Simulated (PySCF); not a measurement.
**CH$_{2}$OY (charge +3): density, localisation and related maps**

```yaml
atoms:
  - { symbol: Y, position_ang: [0.0000, 0.0000, -0.4844] }
  - { symbol: O, position_ang: [0.0000, 0.0000, 1.5531] }
  - { symbol: C, position_ang: [0.0000, 0.0000, 2.8235] }
  - { symbol: H, position_ang: [0.9737, 0.0000, 3.3657] }
  - { symbol: H, position_ang: [-0.9737, 0.0000, 3.3657] }
```

Core potentials replace the inner electrons of Y.

Theory: PySCF, RKS PBE0, Y def2-SVP with ECP28, O def2-SVP, C def2-SVP, H def2-SVP; non-relativistic Hamiltonian with scalar-relativistic core potentials where named; density fitting.

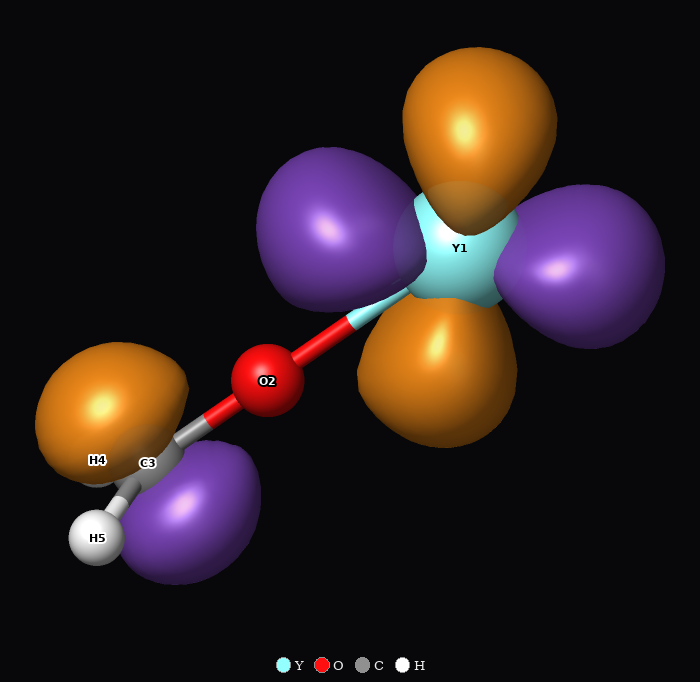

Figure 1. The LUMO at ±0.15 Å⁻³ᐟ² (orange and purple are the two phases), seen at an oblique angle.

Describe this orbital and give its energy.

Answer. By Hirshfeld shares it lies mainly on Y1 (about 75 %) and C3 (about 15 %). Its energy is −19.97 eV.

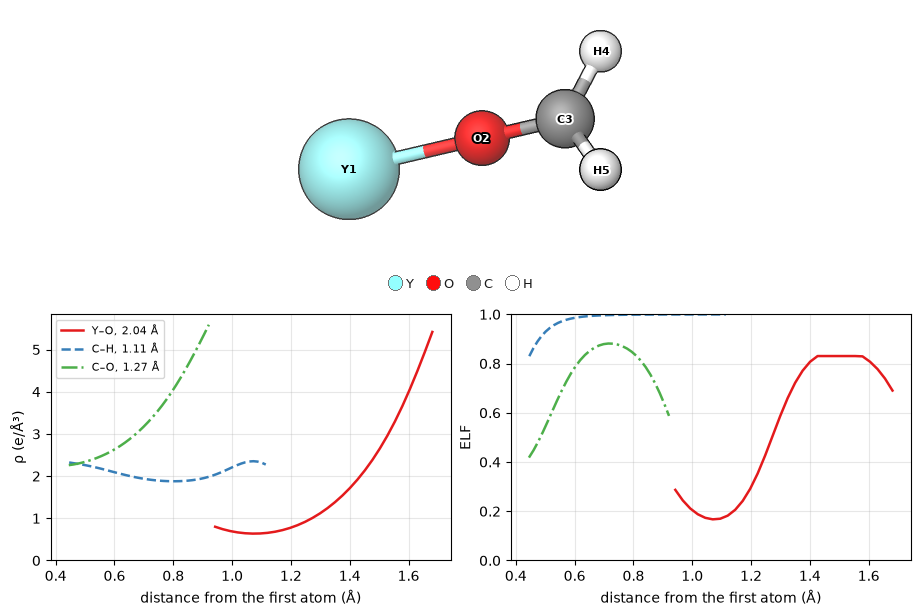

Figure 2. Electron density and ELF along straight lines between neighbouring atoms. The curves leave out the atomic cores. The structure is drawn too.

Compare the contacts.

Answer. Y–O (2.04 Å): ρ is about 0.67 e/Å³ halfway; the ELF peaks at about 0.85 in the valence shell of O, 0.6 Å from its nucleus, and drops to about 0.15 between the two atoms (an ionic contact with no shared pair).
C–H (1.11 Å): the density is about 2.2 e/Å³ at the midpoint; the ELF is about 1 at the midpoint (a covalent bond by its length).
C–O (1.27 Å): ρ at the midpoint is about 2.8 e/Å³; the ELF peaks at about 0.90 between the atoms (a polar covalent bond).

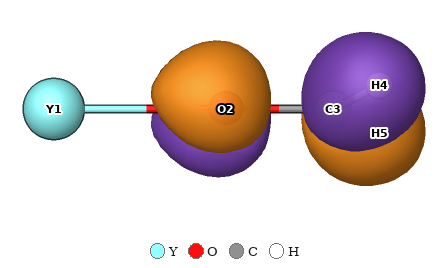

Figure 3. The HOMO at ±0.2 Å⁻³ᐟ² (orange and purple are the two phases), seen from one side.

What is the character of this orbital?

Answer. By Hirshfeld shares it lies mainly on O2 (about 40 %), C3 (about 25 %), H4 (about 10 %), H5 (about 10 %) and Y1 (about 10 %); it is symmetric in the molecular plane (an in-plane orbital: σ, lone-pair or in-plane π type). Its energy is −25.60 eV.
